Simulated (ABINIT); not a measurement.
# AlN (F-43m): G0W0 with ABINIT, start to end

How does a plane-wave GW calculation on AlN (F-43m) run from the first input to the gap?

Program: ABINIT 10.8.3. Level of theory: LDA and many-body steps on it, plane waves. Results are calculated unless marked as measured.

### Step 1. The starting structure

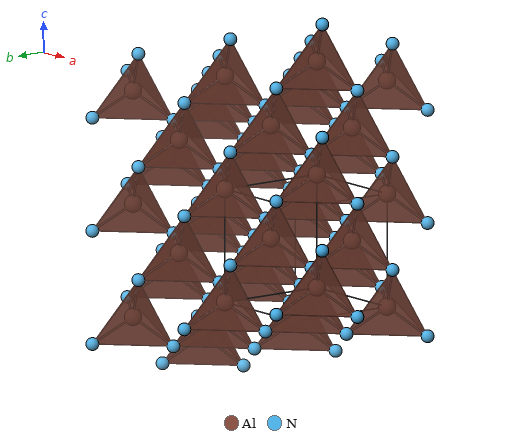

The cell as given, from a free direction (aluminium brown, nitrogen blue). 1×2×2 cells are drawn. This picture shows the conventional cell, with its axes. Some periodic images of atoms are drawn too.

Coordinates:

```cif
data_structure
_symmetry_space_group_name_H-M 'P 1'
_symmetry_Int_Tables_number 1
_cell_length_a 3.0886
_cell_length_b 3.0886
_cell_length_c 3.0886
_cell_angle_alpha 60.000
_cell_angle_beta 60.000
_cell_angle_gamma 60.000
_cell_volume 20.83
loop_
_atom_site_label
_atom_site_type_symbol
_atom_site_fract_x
_atom_site_fract_y
_atom_site_fract_z
_atom_site_occupancy
Al1 Al 0.00000 0.00000 0.00000 1
N2 N 0.75000 0.75000 0.75000 1
```

The cell and positions are those that the Materials Project relaxed with its own functionals (PBE, PBE+U or r2SCAN), kept fixed. This is not the form that AlN usually takes at ambient conditions.

### Step 2. Ground state

This step: ABINIT 10.8.3; DFT, LDA, plane waves, norm-conserving pseudopotentials.

The ground-state density comes first.

File run.abi:

```
acell 3*1.0 Angstrom
rprim 
  -0.000000000000 2.183993559600 2.183993559600
  2.183993559600 -0.000000000000 2.183993559600
  2.183993559600 2.183993559600 -0.000000000000
ntypat 2
znucl 13 7
natom 2
typat 1 2
xred 
  0.000000000000 0.000000000000 0.000000000000
  0.750000000000 0.750000000000 0.750000000000
pp_dirpath "pseudos"
pseudos "Al.upf, N.upf"
ecut 36
ngkpt 8 8 8
nshiftk 1
shiftk 0 0 0
kptopt 1
chksymbreak 0
nband 9
occopt 1
tolvrs 1e-10
nstep 60
prtwf 0
indata_prefix "in"
outdata_prefix "out"
tmpdata_prefix "tmp"
```

Run with:

```
$ OMP_NUM_THREADS=1 mpirun -n 4 abinit run.abi > log
```

Numbers of over 12 decimals in the logs are rounded to 6 here.

Log:

```text
.Version 10.8.3 of ABINIT. v10.8.2 released Aug 2026.

 Symmetries : space group F-4 3 m (#216); Bravais cF (face-center cubic)
================================================================================
 Values of the parameters that define the memory need of the present run
     intxc =       0    ionmov =       0      iscf =       7    lmnmax =       6
     lnmax =       6     mgfft =      32  mpssoang =       3    mqgrid =    3001
     natom =       2  nloc_mem =       1    nspden =       1   nspinor =       1
    nsppol =       1      nsym =      24    n1xccc =    2501    ntypat =       2
    occopt =       1   xclevel =       1
-    mband =           9        mffmem =           1         mkmem =           8
       mpw =        1475          nfft =       32768          nkpt =          29
================================================================================
  Rough estimation (10% accuracy) of disk space for files :
================================================================================

--------------------------------------------------------------------------------
------------- Echo of variables that govern the present computation ------------
--------------------------------------------------------------------------------
 -outvars: echo values of preprocessed input variables --------
            acell      1.8897261259E+00  1.8897261259E+00  1.8897261259E+00 Bohr

      chksymbreak           0
             ecut      3.60000000E+01 Hartree
-          fftalg         312

              ixc       -1012
              kpt      0.00000000E+00  0.00000000E+00  0.00000000E+00
                       1.25000000E-01  0.00000000E+00  0.00000000E+00
                       2.50000000E-01  0.00000000E+00  0.00000000E+00
                       3.75000000E-01  0.00000000E+00  0.00000000E+00
                       5.00000000E-01  0.00000000E+00  0.00000000E+00
                       1.25000000E-01  1.25000000E-01  0.00000000E+00
                       2.50000000E-01  1.25000000E-01  0.00000000E+00
                       3.75000000E-01  1.25000000E-01  0.00000000E+00
                       5.00000000E-01  1.25000000E-01  0.00000000E+00
   [... 18 further rows ...]
                      -3.75000000E-01  5.00000000E-01  1.25000000E-01
                      -2.50000000E-01  5.00000000E-01  2.50000000E-01
         kptrlatt        8    0    0      0    8    0      0    0    8
          kptrlen      4.66933685E+01
P           mkmem           8
            natom           2
            nband           9
            ngfft          32      32      32
             nkpt          29
            nstep          60
             nsym          24
           ntypat           2
              occ      2.000000  2.000000  2.000000  2.000000  0.000000  0.000000
[...]
prtwf           0
            rprim     -0.0000000000E+00  2.1839935596E+00  2.1839935596E+00
[...]
spgroup         216

           tolvrs      1.00000000E-10

             xred      0.0000000000E+00  0.0000000000E+00  0.0000000000E+00
[...]
znucl       13.00000    7.00000

================================================================================

 chkinp: Checking input parameters for consistency.

================================================================================
== DATASET  1 ==================================================================
-   mpi_nproc: 4, omp_nthreads: 1 (-1 if OMP is not activated)

--- !DatasetInfo
iteration_state: {dtset: 1, }
dimensions: {natom: 2, nkpt: 29, mband: 9, nsppol: 1, nspinor: 1, nspden: 1, mpw: 1475, }
cutoff_energies: {ecut:  36.0, pawecutdg:  -1.0, }
electrons: {nelect:   8.00000000E+00, charge:   0.00000000E+00, occopt:   1.00000000E+00, tsmear:   1.00000000E-02, }

 Real(R)+Recip(G) space primitive vectors, cartesian coordinates (Bohr,Bohr^-1):
 R(1)=  0.0000000  4.1271497  4.1271497  G(1)= -0.1211490  0.1211490  0.1211490
 R(2)=  4.1271497  0.0000000  4.1271497  G(2)=  0.1211490 -0.1211490  0.1211490
 R(3)=  4.1271497  4.1271497  0.0000000  G(3)=  0.1211490  0.1211490 -0.1211490
 Unit cell volume ucvol=  1.4059849E+02 bohr^3
 Angles (23,13,12)=  6.00000000E+01  6.00000000E+01  6.00000000E+01 degrees

 getcut: wavevector=  0.0000  0.0000  0.0000  ngfft=  32  32  32
         ecut(hartree)=     36.000   => boxcut(ratio)=   2.02987

--- Pseudopotential description ------------------------------------------------
- Al Generated using ONCVPSP code by D. R. Hamann
- 13.00000   3.00000  180309                  znucl, zion, pspdat
12 -1012 2 -1 1854                            pspcod,pspxc,lmax,lloc,mmax
     nproj     2     2     2
  pspatm : epsatm=    0.57439143
         --- l  ekb(1:nproj) -->
[...]
pspatm: atomic psp has been read  and splines computed

- N Generated using ONCVPSP code by D. R. Hamann
-  7.00000   5.00000  180309                  znucl, zion, pspdat
12 -1012 1 -1 1058                            pspcod,pspxc,lmax,lloc,mmax
     nproj     2     2     0
  pspatm : epsatm=    5.30777321
         --- l  ekb(1:nproj) -->
[...]
1   -4.361519   -1.032581
 pspatm: atomic psp has been read  and splines computed

   4.70573171E+01                                ecore*ucvol(ha*bohr**3)
--------------------------------------------------------------------------------

_setup2: Arith. and geom. avg. npw (full set) are    1449.447    1449.423

================================================================================

--- !BeginCycle
iteration_state: {dtset: 1, }
solver: {iscf: 7, nstep: 60, nline: 4, wfoptalg: 0, }
tolerances: {tolvrs: 1.00E-10, }

     iter   Etot(hartree)      deltaE(h)  residm     vres2
 ETOT  1  -12.678261174283    -1.268E+01 1.150E-01 5.515E+02
 ETOT  2  -12.708084144609    -2.982E-02 9.035E-03 4.447E+02
 ETOT  3  -12.841256504168    -1.332E-01 4.509E-03 1.301E+00
 ETOT  4  -12.841570757358    -3.143E-04 2.019E-03 4.883E-02
 ETOT  5  -12.841581461968    -1.070E-05 1.677E-04 4.036E-04
 ETOT  6  -12.841581516368    -5.440E-08 2.009E-04 5.655E-05
 ETOT  7  -12.841581536977    -2.061E-08 1.700E-05 9.087E-07
 ETOT  8  -12.841581537309    -3.317E-10 2.123E-05 6.983E-09
 ETOT  9  -12.841581537311    -2.029E-12 1.772E-06 2.796E-10
 ETOT 10  -12.841581537311    -1.705E-13 2.325E-06 3.470E-13

 At SCF step   10       vres2   =  3.47E-13 < tolvrs=  1.00E-10 =>converged.

 Cartesian components of stress tensor (hartree/bohr^3)
  sigma(1 1)=  1.79578753E-04  sigma(3 2)=  0.00000000E+00
  sigma(2 2)=  1.79578753E-04  sigma(3 1)=  0.00000000E+00
  sigma(3 3)=  1.79578753E-04  sigma(2 1)=  0.00000000E+00

--- !ResultsGS
iteration_state: {dtset: 1, }
comment   : Summary of ground state results
lattice_vectors:
- [ -0.0000000,   4.1271497,   4.1271497, ]
- [  4.1271497,  -0.0000000,   4.1271497, ]
- [  4.1271497,   4.1271497,  -0.0000000, ]
lattice_lengths: [   5.83667,    5.83667,    5.83667, ]
lattice_angles: [ 60.000,  60.000,  60.000, ] # degrees, (23, 13, 12)
lattice_volume:   1.4059849E+02
convergence: {deltae: -1.705E-13, res2:  3.470E-13, residm:  2.325E-06, diffor: null, }
etotal    :  -1.28415815E+01
entropy   :   0.00000000E+00
fermie    :   2.02431740E-01
cartesian_stress_tensor: # hartree/bohr^3
- [  1.79578753E-04,   0.00000000E+00,   0.00000000E+00, ]
- [  0.00000000E+00,   1.79578753E-04,   0.00000000E+00, ]
- [  0.00000000E+00,   0.00000000E+00,   1.79578753E-04, ]
pressure_GPa:  -5.2834E+00
xred      :
- [  0.0000E+00,   0.0000E+00,   0.0000E+00, Al]
- [  7.5000E-01,   7.5000E-01,   7.5000E-01,  N]
cartesian_forces: # hartree/bohr
- [ -0.00000000E+00,  -0.00000000E+00,  -0.00000000E+00, ]
- [ -0.00000000E+00,  -0.00000000E+00,  -0.00000000E+00, ]
force_length_stats: {min:   0.00000000E+00, max:   0.00000000E+00, mean:   0.00000000E+00, }

 Integrated electronic density in atomic spheres:
 ------------------------------------------------
 Atom  Sphere_radius  Integrated_density
    1        2.00000          1.13118084
    2        2.00000          5.35398748
================================================================================

 ----iterations are completed or convergence reached----

 Mean square residual over all n,k,spin=   10.967E-09; max=  23.250E-07
 reduced coordinates (array xred) for    2 atoms
       0.000000000000      0.000000000000      0.000000000000
       0.750000000000      0.750000000000      0.750000000000
 rms dE/dt=  0.0000E+00; max dE/dt=  0.0000E+00; dE/dt below (all hartree)
    1       0.000000000000      0.000000000000      0.000000000000
    2       0.000000000000      0.000000000000      0.000000000000

 cartesian coordinates (angstrom) at end:
    1      0.000000     0.000000     0.000000
    2      3.275990     3.275990     3.275990

 cartesian forces (hartree/bohr) at end:
    1     -0.000000    -0.000000    -0.000000
    2     -0.000000    -0.000000    -0.000000
 frms,max,avg= 0.0000000E+00 0.0000000E+00   0.000E+00  0.000E+00  0.000E+00 h/b

 cartesian forces (eV/Angstrom) at end:
    1     -0.000000    -0.000000    -0.000000
    2     -0.000000    -0.000000    -0.000000
 frms,max,avg= 0.0000000E+00 0.0000000E+00   0.000E+00  0.000E+00  0.000E+00 e/A
 length scales=  1.889726125908  1.889726125908  1.889726125908 bohr
              =  1.000000000000  1.000000000000  1.000000000000 angstroms
 prteigrs : about to open file out_EIG
 Fermi (or HOMO) energy (hartree) =   0.20243   Average Vxc (hartree)=  -0.40395
 Eigenvalues (hartree) for nkpt=  29  k points:
 kpt#   1, nband=  9, wtk=  0.00195, kpt=  0.0000  0.0000  0.0000 (reduced coord)
  -0.34191    0.20243    0.20243    0.20243    0.35837    0.65658    0.65658    0.65658
   0.84940
 prteigrs : prtvol=0 or 1, do not print more k-points.

--- !EnergyTerms
iteration_state     : {dtset: 1, }
comment             : Components of total free energy in Hartree
kinetic             :  8.19706495125024E+00
hartree             :  2.78546247880494E+00
xc                  : -4.24596612750278E+00
Ewald energy        : -1.08999795989279E+01
psp_core            :  3.34692904348814E-01
local_psp           : -8.30247576615150E+00
non_local_psp       : -7.10380379132834E-01
total_energy        : -1.28415815373110E+01
total_energy_eV     : -3.49437235221028E+02
band_energy         :  1.46029088891320E-01

 Cartesian components of stress tensor (hartree/bohr^3)
  sigma(1 1)=  1.79578753E-04  sigma(3 2)=  0.00000000E+00
  sigma(2 2)=  1.79578753E-04  sigma(3 1)=  0.00000000E+00
  sigma(3 3)=  1.79578753E-04  sigma(2 1)=  0.00000000E+00

-Cartesian components of stress tensor (GPa)         [Pressure= -5.2834E+00 GPa]
- sigma(1 1)=  5.28338933E+00  sigma(3 2)=  0.00000000E+00
- sigma(2 2)=  5.28338933E+00  sigma(3 1)=  0.00000000E+00
- sigma(3 3)=  5.28338933E+00  sigma(2 1)=  0.00000000E+00

== END DATASET(S) ==============================================================
================================================================================

 -outvars: echo values of variables after computation  --------
           etotal     -1.2841581537E+01
            nband           9
             nkpt          29
          spgroup         216
 [... the other variables as echoed above ...]

 Calculation completed.
```

Elapsed: 4.4 s, on 4 MPI ranks of Arm Neoverse V1, shared host; peak memory 0.25 GiB; 17 s of CPU time.

Numbers from this step:

- total energy: -349.4372 eV
- gap: 3.259 eV
- k of the valence top: 0, 0, 0
- k of the conduction bottom: 0.5, 0.5, 0
- least direct gap: 4.243 eV
- pressure: -5.283 GPa

The gap is indirect, with the least direct gap 0.98 eV higher.

The cutoff was set for levels, not for stress, so the pressure can be off by some GPa.

(Part 1 of 3 ends here.)

[Paths, hosts, dates, memory and timing lines, banners, echoed tables and standing remarks are left out of the program output.]

[Logs are printed without paths, hosts, clocks, repeated set-up lines and the standing remarks that a program may print on its own settings, such as how far it seeks lower states.]

[Runs of the session that timed out or met a known fault of the program may be left out.]

[Hosts, paths, dates, database ids (printed as entryN), source tags and the programs' standing remarks are cut or masked in the printed files.]

[G0W0 gaps are taken among the corrected bands and points alone; a level outside them can change the order at an edge.]

[Where Ansatz stands beside ABINIT at settings called matched, ABINIT's density can come from a denser mesh and the files from another edition; pairs whose starting gaps differed by over 0.03 eV were left out, so agreement reads better than it is.]
